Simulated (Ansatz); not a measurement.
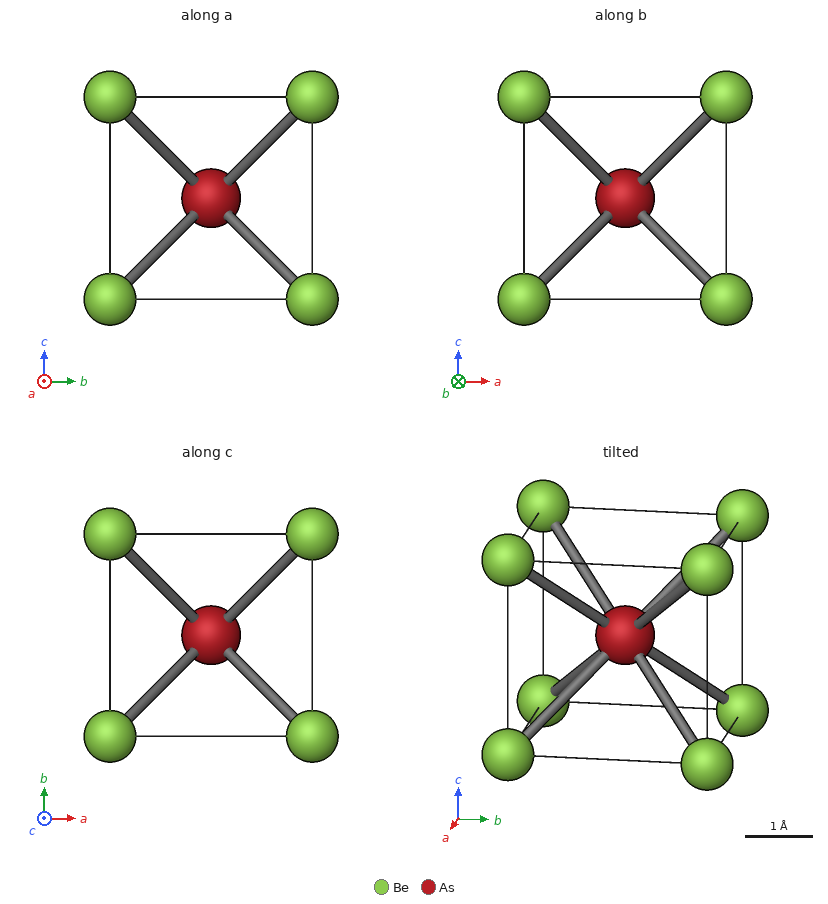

Figure: ball-and-stick view along the a axis, along the b axis, along the c axis and slightly off an axis. The conventional unit cell is outlined; an atom on or near a face, edge or corner is repeated at each equivalent position.

Lattice parameters: a = 3.0399 Å, b = 3.0399 Å, c = 3.0399 Å, α = 90.000°, β = 90.000°, γ = 90.000°.

**Put the structure into a CIF in P1 with every atom of the cell.**

```cif
data_structure
_symmetry_space_group_name_H-M 'P 1'
_symmetry_Int_Tables_number 1
_cell_length_a 3.0399
_cell_length_b 3.0399
_cell_length_c 3.0399
_cell_angle_alpha 90.000
_cell_angle_beta 90.000
_cell_angle_gamma 90.000
_cell_volume 28.09
loop_
_atom_site_label
_atom_site_type_symbol
_atom_site_fract_x
_atom_site_fract_y
_atom_site_fract_z
_atom_site_occupancy
Be1 Be 0.0000 0.0000 0.0000 1
As1 As 0.5000 0.5000 0.5000 1
```

Its origin is a structure type filled with these elements by a generator (whether the compound takes this form wasn't checked). Relaxation method: DFT PBE, scalar-relativistic, plane waves, PAW in Ansatz 0.2.0.
